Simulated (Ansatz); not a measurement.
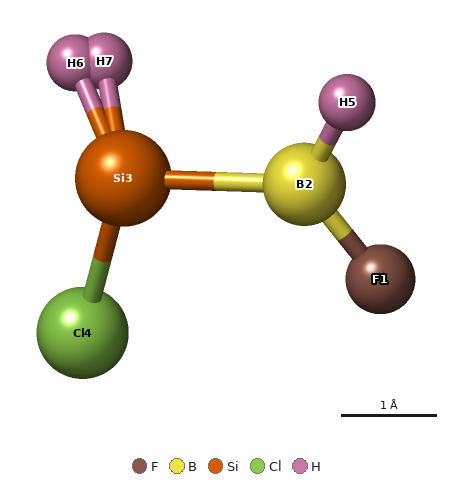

**Figure 1.** The input geometry (ball-and-stick view, seen at a tilt; atoms are numbered from 1 in the order of the input). Bond lengths as drawn: B–F 1.32 Å, B–H 1.20 Å, B–Si 2.03 Å, Cl–Si 2.06 Å, H–H 0.30 Å and H–Si 1.49 to 1.54 Å.

Single-point calculation of BSiH3ClF (charge +1)

BSiH3ClF, charge +1, multiplicity 2, computed with UKS wB97/x2c-TZVPPall (Ansatz 0.2.0).

Some settings of this run were made unusual or wrong on purpose. The geometry comes from this level: PBE0-D4/def2-TZVP.

What the program printed:
```
Functional definition: wB97
  name "wB97"
  cite "Chai & Head-Gordon, J. Chem. Phys. 128, 084106 (2008) doi:10.1063/1.2834918"
  cite "Becke, J. Chem. Phys. 107, 8554 (1997) doi:10.1063/1.475007"
  parameter omega = 0.4/bohr
  parameter cx1 = 1.13116
  parameter cx2 = -2.74915
  parameter cx3 = 12.0900
  parameter cx4 = -5.71642
  parameter css1 = -2.55352
  parameter css2 = 11.8926
  parameter css3 = -26.9452
  parameter css4 = 17.0927
  parameter cos1 = 3.99051
  parameter cos2 = -17.0066
  parameter cos3 = 1.07292
  parameter cos4 = 8.88211
  # The coefficients of nought are those of the uniform gas.
  exchange = spin_sum(e_x_unif_sr(omega)*poly(b97_u_x, 1, cx1, cx2, cx3, cx4)) + exact_x_lr(omega)
  correlation = spin_sum(e_c_pw_same_spin*poly(b97_u_same, 1, css1, css2, css3, css4))
      + integral(e_c_pw_opposite_spin*poly(b97_u_opposite, 1, cos1, cos2, cos3, cos4))
1102 factors; their error is unknown
326 factors; integrals over basis functions are off by at most 2.6e-5 eV
mean field evaluation 1: about -23872.1197 eV, gradient 4.4e1 eV
mean field evaluation 2: about -23867.7075 eV, gradient 6.2e1 eV
mean field evaluation 4: about -23878.7914 eV, gradient 2.3e0 eV
mean field evaluation 8: about -23878.8354 eV, gradient 1.3e-1 eV
mean field evaluation 16: about -23878.8126 eV, gradient 1.5e-3 eV
mean field -23878.81264050 eV, -877.5301788978 hartree, gradient 1.8e-5 eV, S^2 0.756888; 0 other end points of the search recorded, 0 dependent functions left out
reference -23878.81263301 eV, -877.5301786227 hartree; 24, 23 occupied and 164, 165 virtual orbitals, 1102 factors
Total energy: -23878.81263301 eV, -877.5301786227 hartree
Relativity: scalar
```

The run was set up as follows.

Input:
```yaml
crystal:
  periodic: [false, false, false]
  atoms:
    - {symbol: F, position_ang: [-1.076389, -1.882414, -0.182574]}
    - {symbol: B, position_ang: [-0.054231, -1.203015, 0.293258]}
    - {symbol: Si, position_ang: [0.170335, 0.774618, -0.124266]}
    - {symbol: Cl, position_ang: [-1.343737, 1.478429, -1.329276]}
    - {symbol: H, position_ang: [0.728687, -1.807160, 0.979013]}
    - {symbol: H, position_ang: [1.465413, 1.306517, -0.767124]}
    - {symbol: H, position_ang: [1.465413, 1.006517, -0.817124]}
basis:
  gaussian: {orbitals: x2c-TZVPPall, final_grid: {core_spheres: 8, valence_spheres: 7, degree: 23}}
total_charge: 1
magnetization: {spin_polarized: true, initial_magnetization: 1}
hamiltonian: {xc: {name: wB97}}
```

Launch command:
```bash
ansatz run in.yaml --threads 2 --pin off --events-out ev --progress --plain --max-ram 4352MiB
```

What the run reported:

| quantity | value |
| --- | --- |
| outcome | converged |
| total energy | −23878.8126 eV |
| ⟨S²⟩ | 0.757 |
| SCF solution under orbital rotations | stable |
| hardware | 2 threads of Arm Neoverse V2, 23 GiB of memory available, shared host |
| wall time | 4.5 s (CPU time 8.3 s) |
| peak memory | 0.36 GiB |

What went wrong:

A setting was made wrong on purpose: two atoms are placed far too close. The program still converged, but the numbers can't be taken as results for the intended system.
